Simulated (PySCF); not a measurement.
Input

```
{"job": {"kind": "epr", "basis": "pcH-1"}, "charge": 0, "multiplicity": 2}
C      1.254808     0.563261     0.462966
C      0.144799    -0.029881     0.062038
C     -0.424460    -1.378758    -0.019700
C     -1.574325    -0.894898    -0.566899
C     -1.122173     0.502773    -0.540944
S     -1.650201     1.959380    -0.938041
H      2.071959    -0.000792     0.878622
H      1.368345     1.630883     0.383475
H     -0.055191    -2.345973     0.253305
```

Command:

```sh
OMP_NUM_THREADS=1 python probes_run.py task.json out
```

Geometry: GFN2-xTB.

Computed with PySCF 2.14.0, density-fitted response routines, UKS B3LYP, pcH-1 on C H S, non-relativistic, mean-field spin-orbit, GIAO.

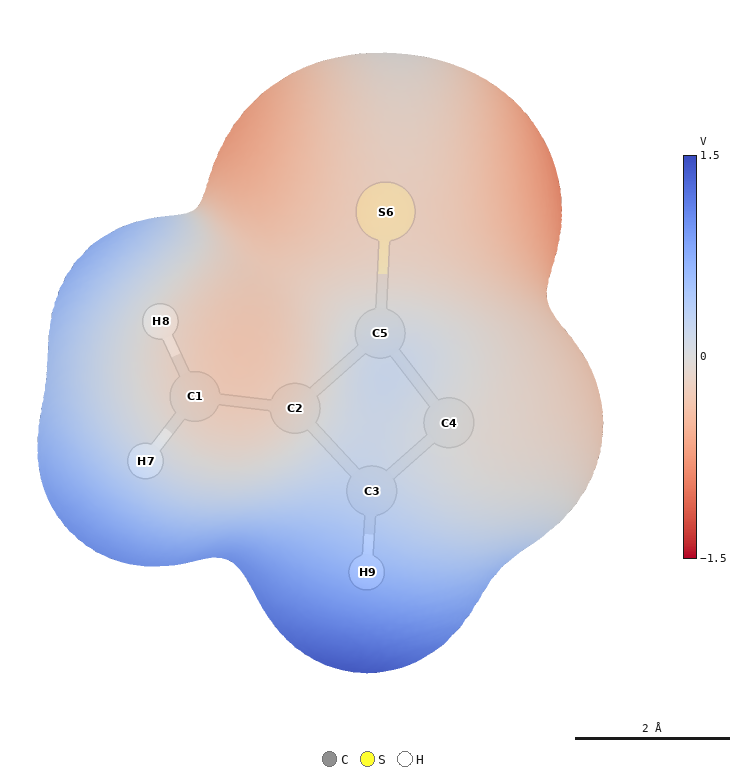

C5H3S (doublet). The electrostatic potential painted on the density surface at 0.001 e/bohr³, seen across its widest extent; the colour scale runs from red (negative) to blue (positive).

### Which sites attract a positive test charge, and which a negative one?

A positive charge is drawn to the negative regions and a negative charge to the positive ones. The most negative region (about −0.8 V, or −18 kcal/mol for a unit charge) lies over S6, the most positive (about +1.3 V, or +30 kcal/mol for a unit charge) over H9.
